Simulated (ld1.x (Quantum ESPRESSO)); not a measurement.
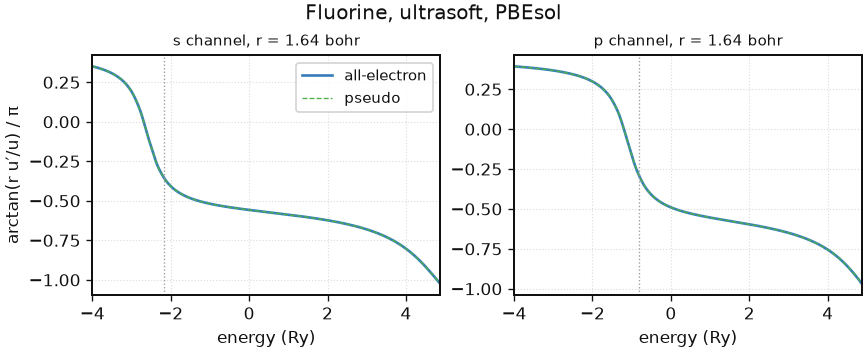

Unwrapped phase arctan(r u′/u) in units of π against energy, all-electron (solid) and pseudo (dashed); the pseudo phase is matched to the all-electron one at the reference energy. Here u = r R(r). The dotted line marks the reference energy of the channel.

Input of ld1.x (Quantum ESPRESSO) 7.5:

```
 &input
   title='F', zed=9., rel=1, dft='PBESOL', iswitch=3,
   config='[He] 2s2 2p5',
   nld=2, rlderiv=1.65, eminld=-4.0, emaxld=5.0, deld=0.02
 /
 &inputp
   pseudotype=3, tm=.true., lloc=-1, rcloc=0.65,
   nlcc=.true., new_core_ps=.true., rcore=0.70,
   file_pseudopw='F.UPF', file_wfcaegen='ae.wfc', file_wfcncgen='nc.wfc', file_beta='beta', file_chi='chi', file_wfcusgen='us.wfc'
 /
4
2S  1  0   2.00   0.00  0.70  0.80  0.0
2S  1  0   0.00   1.80  0.70  0.80  0.0
2P  2  1   5.00   0.00  1.20  1.50  0.0
2P  2  1   0.00  -0.20  1.20  1.50  0.0
 &test
   configts(1)='2s2 2p5'
 /
```

Command:
```bash
ld1.x < F.in > F.out
```

Functional and relativity: PBEsol, scalar-relativistic.

Question: Where are the poles, the energies at which the radial function vanishes at the test radius? (There the phase passes a half-integer multiple of π.)

Answer: s: all-electron at -1.3 Ry, pseudo at -1.3 Ry; p: all-electron at 0.1 Ry, pseudo at 0.1 Ry.

Question: Give the range of good agreement (0.05 rad in phase) for each channel.

Answer: s: over the whole range drawn; p: over the whole range drawn.

Question: What does the plot say about ghosts?

Answer: The plot shows none: the two phases stay within 0.01 rad of each other in all channels drawn. The separate test gives: no ghost state below the valence levels in the s, p, d, f channels.
